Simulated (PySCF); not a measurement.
**C$_{3}$H$_{7}$Cl (SMILES CCCCl): density, localisation and related maps**

Input file:

```
{"job": {"xc": "PBE0", "basis": "pcSseg-1", "kind": "nmr", "pop": true}, "charge": 0, "multiplicity": 1}
C      1.247041     0.322459     0.193425
C      0.102856    -0.451986    -0.438152
C     -1.273322     0.037654    -0.037798
Cl    -1.574726    -0.154746     1.720290
H      1.197934     0.262422     1.290667
H      2.220926    -0.075678    -0.126988
H      1.210518     1.387631    -0.086030
H      0.182602    -1.522969    -0.188915
H      0.159578    -0.385204    -1.539136
H     -2.065197    -0.523727    -0.551808
H     -1.402784     1.106818    -0.261520
```

Launched as:

```sh
OMP_NUM_THREADS=1 python ens_run.py task.json out
```

Geometry: PBE0-D3(BJ)/def2-SVP.

The calculation used PySCF 2.14.0, PBE0/pcSseg-1, SCF density, gas phase, non-relativistic.

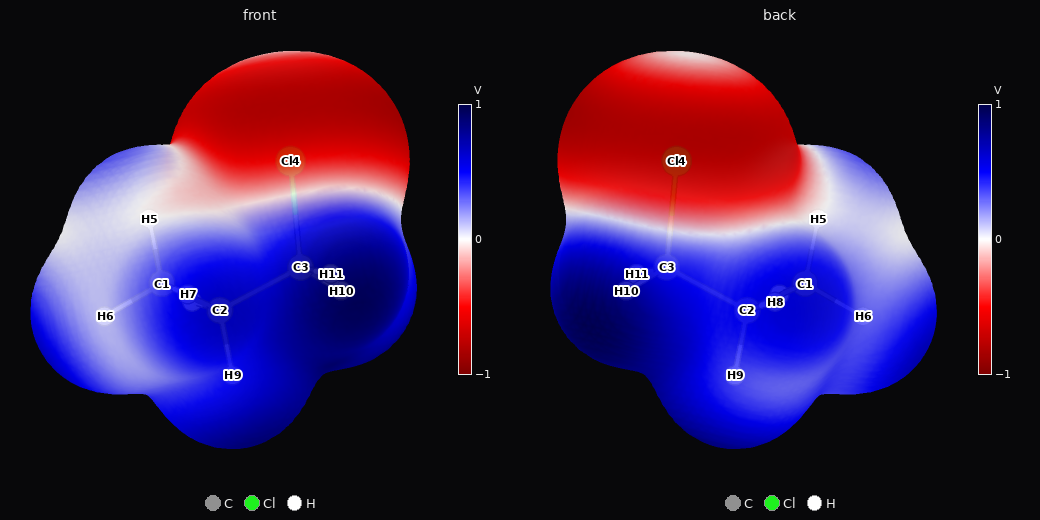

Figure 1. The molecular electrostatic potential painted on the density surface at 0.002 e/bohr³, seen from the front and from behind; the colour scale runs from red (negative) to blue (positive).

Question: Describe the electrostatic potential map.

Answer: The most negative region (about −0.8 V, or −18 kcal/mol for a unit charge) lies over Cl4, the most positive (about +1.0 V, or +23 kcal/mol for a unit charge) over H10 and H11.

Question: What dipole moment does the calculation give?

Answer: Its dipole moment is 2.16 D.

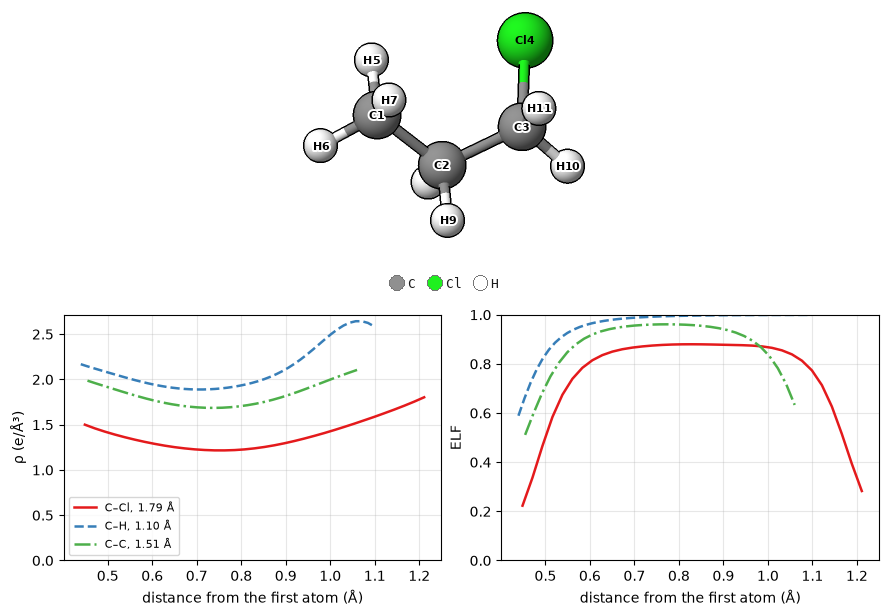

Figure 2. Total electron density and ELF along straight lines between neighbouring atoms. The curves leave out the atomic cores. The structure is drawn too.

Question: What can be read from the curves?

Answer: C–Cl (1.79 Å): the density is about 1.3 e/Å³ at the midpoint; the ELF peaks at about 0.90 between the atoms; a covalent bond.
C–H (1.10 Å): ρ is about 2 e/Å³ halfway; the ELF climbs to about 1 towards the hydrogen, as it does in any bond to H; an ordinary covalent bond to hydrogen.
C–C (1.51 Å): ρ at the midpoint is about 1.7 e/Å³; the ELF peaks at about 0.95 between the atoms; a shared electron pair.
